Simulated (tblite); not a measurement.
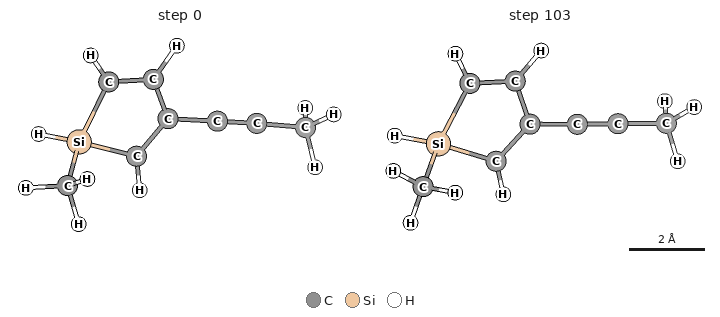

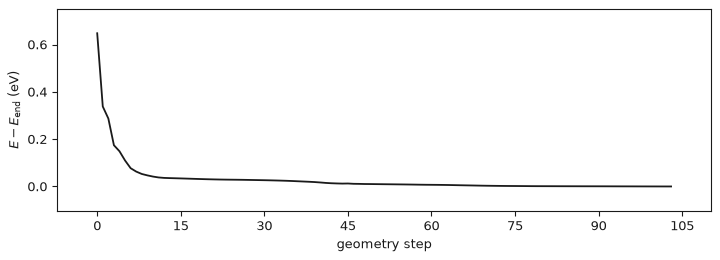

First and last geometry of a relaxation of C$_{8}$H$_{10}$Si, with the history of the run. Style: ball-and-stick. Shown at a tilt.

The calculation used GFN2-xTB geometry optimisation, gas phase in tblite. 

Question: Read the history and describe the run.

Answer: It converged. An H atom moves most after the best rigid fit: 0.75 Å. Largest moves by element: H 0.75 Å, C 0.18 Å, Si 0.06 Å. Some distances before and after: C–C 1.487 → 1.410 Å, C–C 1.390 → 1.467 Å, C–Si 1.822 → 1.899 Å, C–H 1.130 → 1.085 Å. Among the angles between lasting bonds that change: C–C–H 130.7° → 121.5°, Si–C–H 121.2° → 129.1°, C–C–H 117.9° → 125.0°. Groups turn about C–Si by about 35°. Over 103 geometry steps the energy falls by 0.648 eV. The run took 0.68 s on 1 thread of Arm Neoverse V2, on a shared host.

| step | E − E(0), eV |
| --- | --- |
| 0 | 0.0000 |
| 1 | -0.3096 |
| 2 | -0.3605 |
| 3 | -0.4733 |
| 4 | -0.4989 |
| 5 | -0.5379 |
| 6 | -0.5705 |
| 7 | -0.5848 |
| 8 | -0.5949 |
| 9 | -0.6008 |
| 10 | -0.6058 |
| 15 | -0.6137 |
| 20 | -0.6173 |
| 25 | -0.6193 |
| 30 | -0.6212 |
| 34 | -0.6237 |
| 39 | -0.6290 |
| 44 | -0.6355 |
| 49 | -0.6375 |
| 54 | -0.6389 |
| 59 | -0.6405 |
| 64 | -0.6420 |
| 69 | -0.6443 |
| 74 | -0.6457 |
| 79 | -0.6465 |
| 83 | -0.6467 |
| 88 | -0.6469 |
| 93 | -0.6472 |
| 98 | -0.6475 |
| 103 | -0.6477 |
